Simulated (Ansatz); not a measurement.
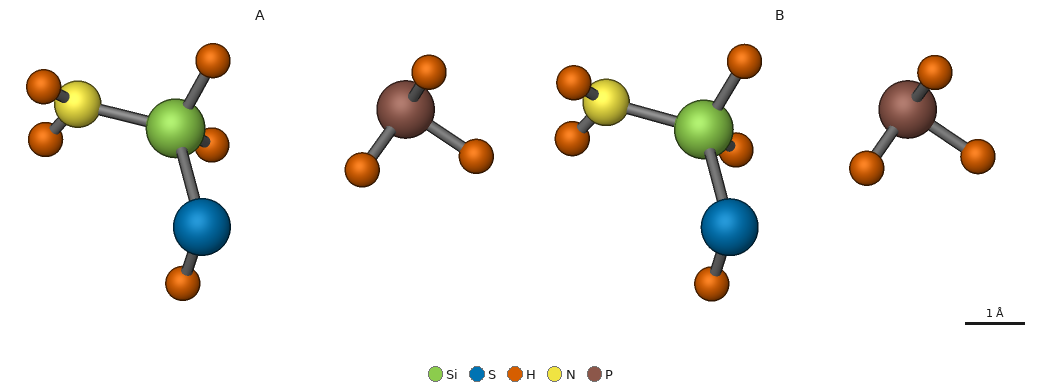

Two geometries of SiPNH$_{8}$S, drawn at one scale. One is the start of a relaxation, the other its converged end. Style: ball-and-stick. Shown face on.

All numbers below come from Ansatz, RKS PBE-D4/def2-SVP. Set-up: no spin polarisation; force threshold 0.03 eV/Å; at most 50 steps.

Which geometry has the lower energy?

Answer. Structure A is the relaxed one. The run prepares an end point of a later path (reaction) calculation, from a guessed geometry. An H atom moves most after the best rigid fit: 0.31 Å. Largest moves by element: H 0.31 Å, P 0.31 Å, N 0.15 Å, Si 0.14 Å, S 0.14 Å. Among the contacts that change: H–P 1.407 → 1.443 Å, S–Si 2.170 → 2.188 Å, H–S 1.367 → 1.363 Å. The energy falls by 0.073 eV in 5 accepted moves (6 points after the start). Largest force component: 0.89 eV/Å at the start, 0.023 eV/Å at the end. The line search rejected the trial step at point 2 of the run. Cost: 11 s on 2 threads of AMD EPYC 9B14 (Zen 4), with other jobs on the host, peak memory 0.17 GiB.

Limits of the set-up: the start holds two separate molecules, 2.7 Å apart at their closest, whose relative position is a soft coordinate.
